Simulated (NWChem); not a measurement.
# USVWN5/DGauss-DZVP run of C2HF2 (SMILES [CH]=C(F)F)

What is the vertical ionisation energy of C2HF2 at USVWN5/DGauss-DZVP? 

Program for the calculation: NWChem 7.3.0.

2 further runs of the same task are left out: 1 that didn't finish, 1 set aside as unsound or not needed.

### Step 1. The molecule

C2HF2 has 5 atoms, charge 0, and is taken as a doublet. As SMILES, `[CH]=C(F)F`. The coordinates come from a PBE0-D4/def2-TZVP relaxation.

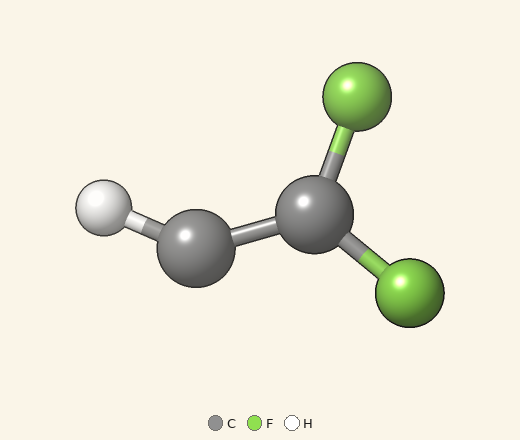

Viewed from a chosen angle; carbon grey, fluorine green, hydrogen white.

### Step 2. The energy at USVWN5/DGauss-DZVP

File sp.xyz:

```xyz
5

C     -0.028200     0.912700    -0.014900
C      0.163600    -0.366100     0.124600
F      1.043800    -0.911700     0.932500
F     -0.492600    -1.313200    -0.520300
H     -0.636600     1.604500    -0.563400
```

File sp.nw:

```
start sp
memory stack 880 mb heap 220 mb global 1100 mb
geometry units angstroms noautosym nocenter noautoz
  load sp.xyz
end
basis "ao basis" spherical bse
  * library DGauss-DZVP
end
dft
  xc slater vwn_5
  mult 2
  grid fine
  convergence energy 1e-08
  maxiter 100
  mulliken
  noprint "final vectors analysis"
end
task dft energy
```

Launch:

```bash
nwchem sp.nw > sp.out
```

Standard output:

```text
[...]
          Wavefunction type:  spin polarized.
          No. of atoms     :     5
          No. of electrons :    31
[...]
          Charge           :     0
          Spin multiplicity:     2
[...]
          AO basis - number of functions:    58
[...]
              XC Information
              --------------
                        Slater Exchange Functional  1.000 local
                      VWN V Correlation Functional  1.000 local
[...]
 d= 0,ls=0.0,diis     1   -274.3557876288 -3.84D+02  1.30D-02  3.05D-01     0.6
[...]
 d= 0,ls=0.0,diis    13   -274.4724646827 -5.51D-10  4.11D-08  3.27D-12     4.9
[...]
         Total DFT energy =     -274.472464682692
      One electron energy =     -598.676280807225
           Coulomb energy =      244.204900717112
    Exchange-Corr. energy =      -29.977132481261
 Nuclear repulsion energy =      109.976047888682
[...]
      Total Density - Mulliken Population Analysis
     ---------------------------------------------
    Atom       Charge   Shell Charges
 -----------   ------   -------------------------------------------------------
    1 C    6     6.45   2.00  0.76  0.62  2.42  0.63  0.03
    2 C    6     5.55   2.00  0.75  0.09  2.34  0.16  0.21
    3 F    9     9.14   2.00  0.98  0.92  4.04  1.19  0.02
    4 F    9     9.14   2.00  0.98  0.91  4.03  1.20  0.02
    5 H    1     0.72   0.52  0.20
[...]
      <S2> =      0.7563 (Exact =     0.7500)
[...]
```

Run time: 5.7 s. Hardware: 1 thread of Intel Xeon Platinum 8488C (Sapphire Rapids), shared host; peak memory 0.11 GiB.

### Step 3. The singlet cation at the same level

File c2hf2.nw:

```
start c2hf2
title "C2HF2 SVWN5"
memory 2200 mb
charge 1

geometry noautosym nocenter noautoz
   C     -0.028200     0.912700    -0.014900
   C      0.163600    -0.366100     0.124600
   F      1.043800    -0.911700     0.932500
   F     -0.492600    -1.313200    -0.520300
   H     -0.636600     1.604500    -0.563400
end

basis spherical bse
   * library DGauss-DZVP
end

dft
   xc slater vwn_5
   grid fine
   convergence energy 1e-08
   maxiter 100
   mulliken
   noprint "final vectors analysis"
end

task dft energy
```

Launch:

```bash
nwchem c2hf2.nw > c2hf2.out
```

Standard output:

```text
[...]
          Wavefunction type:  closed shell.
          No. of atoms     :     5
          No. of electrons :    30
[...]
          Charge           :     1
          Spin multiplicity:     1
[...]
          AO basis - number of functions:    58
[...]
              XC Information
              --------------
                        Slater Exchange Functional  1.000 local
                      VWN V Correlation Functional  1.000 local
[...]
 d= 0,ls=0.0,diis     1   -273.7677473767 -3.84D+02  6.51D-02  2.99D+00     0.5
[...]
 d= 0,ls=0.5,diis    19   -273.9722601411 -7.93D-09  2.31D-06  9.62D-09     5.7
         Total DFT energy =     -273.972260148106
      One electron energy =     -588.635237266894
           Coulomb energy =      234.251439356557
    Exchange-Corr. energy =      -29.564510126450
 Nuclear repulsion energy =      109.976047888682
[...]
      Total Density - Mulliken Population Analysis
     ---------------------------------------------
    Atom       Charge   Shell Charges
 -----------   ------   -------------------------------------------------------
    1 C    6     6.18   2.00  0.84  0.68  2.25  0.38  0.04
    2 C    6     5.38   2.00  0.81  0.08  2.19  0.07  0.23
    3 F    9     8.91   2.00  1.01  0.91  3.96  1.02  0.02
    4 F    9     8.93   2.00  1.01  0.91  3.96  1.03  0.02
    5 H    1     0.61   0.50  0.11
[...]
```

It took 6.9 s on 1 thread of Intel Xeon Platinum 8488C (Sapphire Rapids), shared host; peak memory 0.11 GiB.

### Step 4. Results

At USVWN5/DGauss-DZVP:

| quantity | value |
| --- | --- |
| doublet C2HF2: total energy | -274.47246 Eh |
| doublet C2HF2: dipole moment | 1.21 D |
| doublet C2HF2: ⟨S²⟩ | 0.756 |
| singlet cation: total energy | -273.97226 Eh |
| vertical ionisation energy (to the singlet cation) | 13.611 eV |

The vertical ionisation energy comes to 13.61 eV (1313 kJ/mol). Only the singlet of the ionised species was computed; a triplet could lie lower. Mulliken charges (singlet cation) run from -0.18 on C1 to +0.62 on C2.
